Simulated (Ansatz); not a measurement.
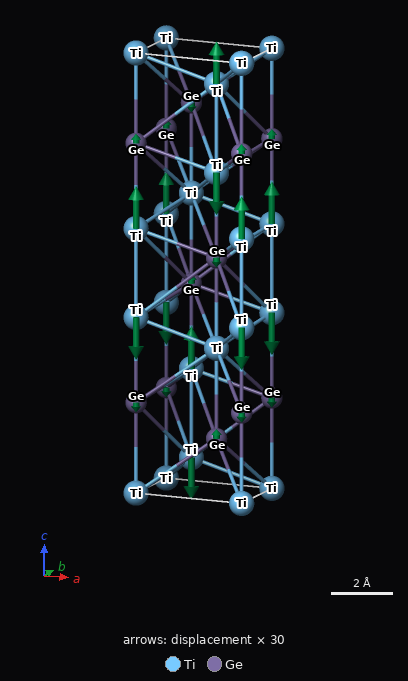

This is a relaxation of solid Ti$_{3}$Ge$_{2}$ (a generated structure, set up in R-3m) (coarse preliminary run). The starting structure is drawn; green arrows show the displacements (the part carried along by the change of the cell is left out), magnified 30 times.

The picture is a ball-and-stick view of the conventional cell (3 times the calculation's cell), seen slightly off an axis. Lengths and directions refer to the drawn axes.

Method: DFT PBE, scalar-relativistic, plane waves, PAW in Ansatz 0.2.0. Set-up: plane-wave cutoff 420 eV; k-point mesh 6 × 6 × 6; occupations gaussian; smearing width 0.1 eV; no spin polarisation; cell and atoms relaxed; force threshold 0.04 eV/Å; at most 70 steps.

Which element moves most?

Answer. Titanium: up to 0.047 Å, against 0.011 Å for germanium.

Describe the change and its energy.

Answer. The largest moves relative to the cell, 0.047 Å, are those of Ti atoms. By element the largest moves are Ti 0.047 Å, Ge 0.011 Å. The volume changes by −10.2 %, with a = b 4.684 → 4.628 Å (−1.2 %), c 14.541 → 13.370 Å (−8.1 %). Some distances before and after: Ge–Ti 2.815 → 2.552 Å, Ge–Ti 2.987 → 2.736 Å, Ti–Ti 3.311 → 3.147 Å, Ti–Ti 2.937 → 2.794 Å. The space group stays R-3m (No. 166). After 4 accepted moves (5 points after the start) the energy has fallen by 115 meV per atom. The largest force component goes from 0.69 to 0.006 eV/Å. Pressure: −9.76 GPa at the start and 0.00 GPa at the end. The SCF was repeated once at an unchanged geometry on a basis and grid sized afresh for the cell, which shifted the energy by 0.4 meV per atom at most. Cost: 86 s on 1 thread of AMD EPYC (Zen 3) (shared host), peak memory 0.47 GiB.
